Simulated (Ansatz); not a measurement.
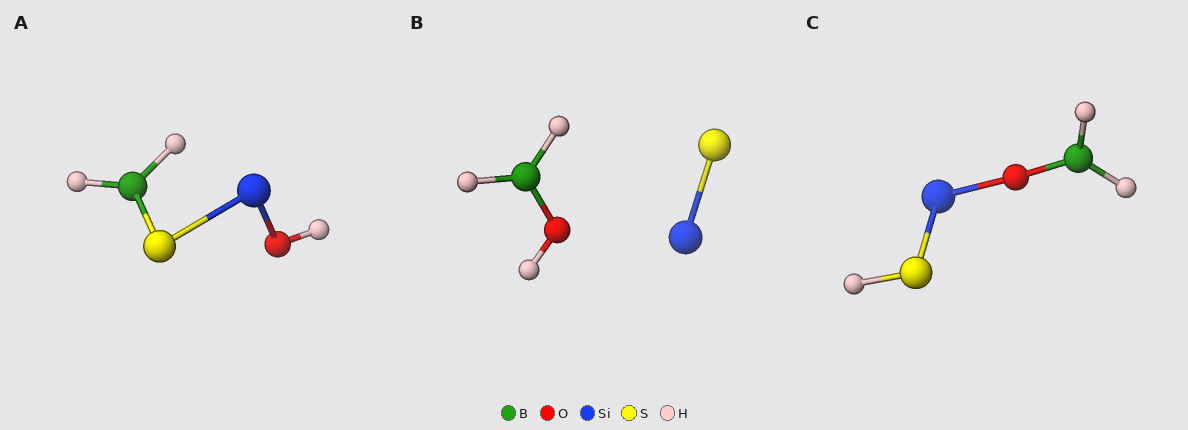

3 stationary structures of one formula. Geometries: PBE-D4/def2-SVP. Electronic energies: PBE-D4/def2-SVP (Ansatz 0.2.0), without zero-point energy. No frequency run is at hand to confirm each as a minimum. Each is one conformer, not always the lowest.

**Which is lowest in energy, and by how much?**

C is lowest (Cs); A lies 0.559 eV above it (C1), B lies 0.756 eV above it.
